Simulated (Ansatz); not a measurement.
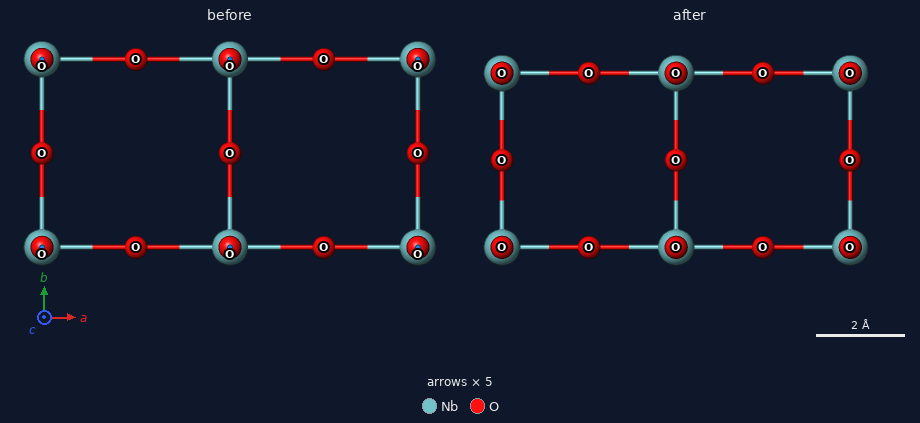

The structure of a free-standing layer of NbO$_{4}$ (a generated structure, set up in P4/mmm) (coarse preliminary run) before (left) and after (right) a relaxation, at one scale. The blue arrows give the displacements (the part carried along by the change of the cell is left out), magnified 5 times.

Style: ball-and-stick. Shown: the 2 × 1 repeat of the cell, outlined in the plane, without the vacuum, along the c axis.

Level of theory: DFT PBE, scalar-relativistic, plane waves, PAW in Ansatz 0.2.0. Set-up: plane-wave cutoff 420 eV; k-point mesh 4 × 4 × 1; occupations gaussian; smearing width 0.1 eV; no spin polarisation; cell and atoms relaxed; force threshold 0.04 eV/Å; at most 70 steps.

Summarise the run.

The largest moves, 0.26 Å, are those of O atoms. Nb stays in place. In the plane the drawn cell goes a 8.602 → 7.969 Å (−7.4 %), b 4.301 → 3.984 Å (−7.4 %). Among the contacts that change: Nb–O 2.169 → 1.908 Å, Nb–O 2.151 → 1.992 Å. Over 6 accepted moves (8 points after the start) the energy falls by 418 meV per atom. Largest force component: 3.4 eV/Å at the start, 0.00052 eV/Å at the end. The SCF was repeated twice at an unchanged geometry on a basis and grid sized afresh for the cell, which shifted the energy by 3.7 meV per atom at most. The program noted that it reset the height of the cell. Cost: 45 s on 1 thread of Intel(R) Xeon(R) 6975P-C (Granite Rapids), on a shared host, peak memory 0.65 GiB.

Limits of the set-up: the cell has an odd number of electrons but was run without spin polarisation; an odd number of electrons was run without spin polarisation, which fails if the electron would localise.
